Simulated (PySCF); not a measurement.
# C4H7BOSi (SMILES C#CC(=C)BO[SiH3]): what the fields show

```xyz
14

C    -1.5399    1.2491   -1.2431
C    -1.3181    0.3626   -0.4627
C    -0.9937   -0.6557    0.4680
C    -1.9632   -1.4531    0.9375
B     0.5137   -0.8094    0.9171
O     1.4880   -0.1088    0.3791
Si    2.2184    0.9404   -0.6051
H    -1.7611    2.0123   -1.9284
H    -1.7425   -2.2320    1.6477
H    -2.9932   -1.3573    0.6282
H     0.7827   -1.5833    1.7674
H     1.5558    1.0058   -1.9073
H     3.5767    0.4085   -0.7347
H     2.1757    2.2203    0.0990
```

Geometry: GFN2-xTB.

Level of theory: CAM-B3LYP/def2-SVPD, SCF density, gas phase in PySCF 2.14.0.

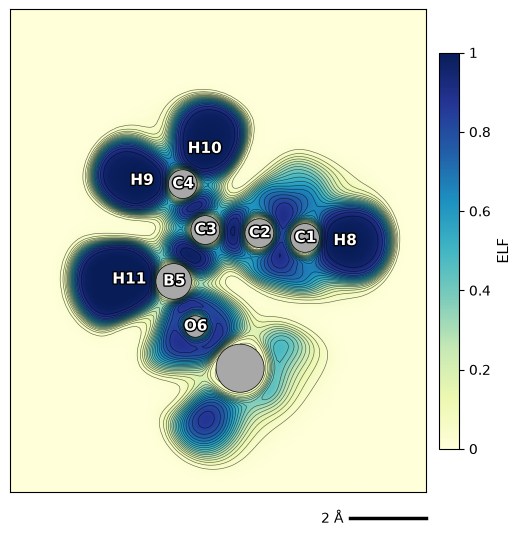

Figure 1. Electron localisation function on the plane of atoms C4, C3 and B5. Grey discs cover the atomic cores.

Q: What do the fields say about this system?

A:
- The section cuts through C, B, O and H sites.
- C–C (1.20 Å): the ELF peaks at about 0.85 between the atoms; a multiple bond.
- B–O (1.32 Å): the ELF peaks at about 0.90 between the atoms; a short, strongly polar bond.
- C–B (1.58 Å): the ELF peaks at about 1 between the atoms: a shared electron pair.
- C–H (1.05 Å): the ELF climbs to about 1 towards the hydrogen, as it does in any bond to H (a covalent bond by its length).
- C–C (1.34 Å): the ELF peaks at about 0.95 between the atoms; a short, multiple covalent bond.
- The ELF also peaks beside O6, away from the bonds: lone-pair regions.

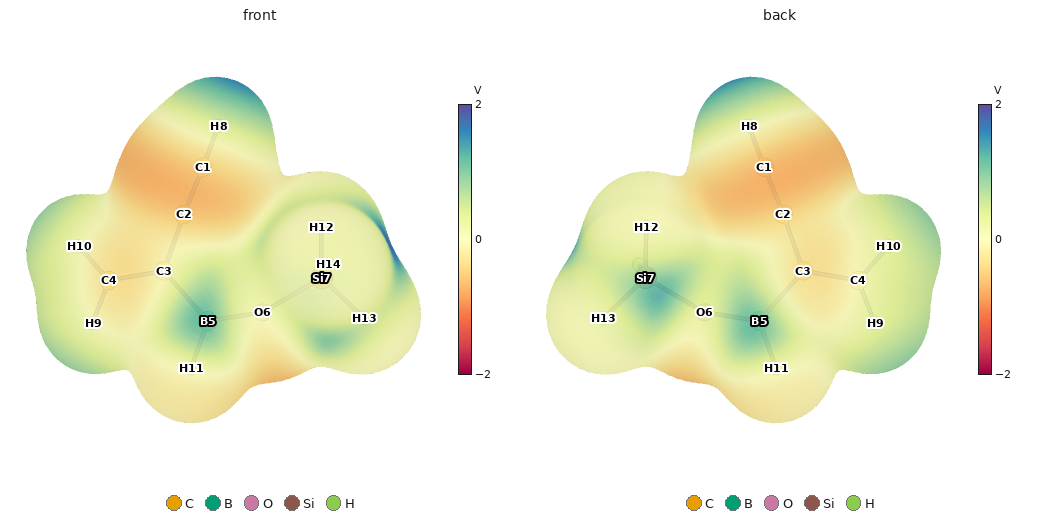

Figure 2. The electrostatic potential painted on the density surface at 0.002 e/bohr³, seen from the front and from behind; the colour scale runs from red (negative) to blue (positive).

Q: Which sites attract a positive test charge, and which a negative one?

A: A positive charge is drawn to the negative regions and a negative charge to the positive ones. The most negative region (about −0.7 V) lies over C1 and C2, the most positive (about +1.6 V) over Si7 and H8.

Q: How polar is the molecule by this calculation?

A: Its dipole moment is 0.62 D.
